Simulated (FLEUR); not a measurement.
Band structure of GaPt (P2_13, 8 atoms in the cell).

```
GaPt
1.0
    4.89923     0.00000     0.00000
    0.00000     4.89923     0.00000
    0.00000     0.00000     4.89923
Ga Pt
4 4
Cartesian
  0.45553   0.45553   0.45553
  1.99408   4.44370   2.90514
  2.90514   1.99408   4.44370
  4.44370   2.90514   1.99408
  1.95690   1.95690   1.95690
  0.49272   2.94233   4.40651
  4.40651   0.49272   2.94233
  2.94233   4.40651   0.49272
```

Method: PBEsol, all-electron FLAPW (FLEUR), scalar-relativistic valence in FLEUR.

Settings: Kmax = 3.5 1/bohr; GmaxXC = 10.5 1/bohr; xcFunctional = PBEs; jspins = 1; l_soc = F; mode = hist; fermiSmearingEnergy = 0.00734986 Htr; mesh (inpgen div1-3) = 5 5 5; inpgen gamma flag = false; Gmax = 10.5 1/bohr; numbands = 0; maxIterBroyd = 15; imix = Anderson; alpha = 0.05.

The starting cell comes from a database of computed structures (which also holds hypothetical and non-ambient phases and stackings), without a prior relaxation at this level. Its lattice was rescaled by a random factor within 2.5 % of one. Spin-orbit coupling is off. Spin polarisation is off. Values depend on the basis (sphere radii, cutoffs, local orbitals), which need not be converged.

These are the values that this program gave, and no reference: the default basis lacks the next d shell.

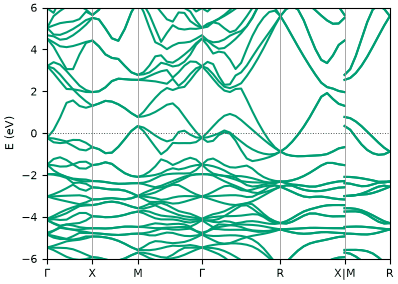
Fig. 1. Bands along the path, energies from the Fermi level.

Levels in eV from the Fermi level, bands 55 to 62:
| point | 55 | 56 | 57 | 58 | 59 | 60 | 61 | 62 |
|---|---|---|---|---|---|---|---|---|
| Γ | -1.51 | -1.51 | -0.23 | -0.23 | -0.23 | 3.20 | 3.20 | 3.20 |
| X | -1.53 | -1.53 | -0.67 | -0.67 | 1.31 | 1.31 | 1.96 | 1.96 |
| M | -2.09 | -2.09 | 0.34 | 0.34 | 0.77 | 0.77 | 2.55 | 2.55 |
| R | -2.31 | -2.31 | -0.88 | -0.88 | -0.88 | -0.88 | 5.59 | 5.59 |
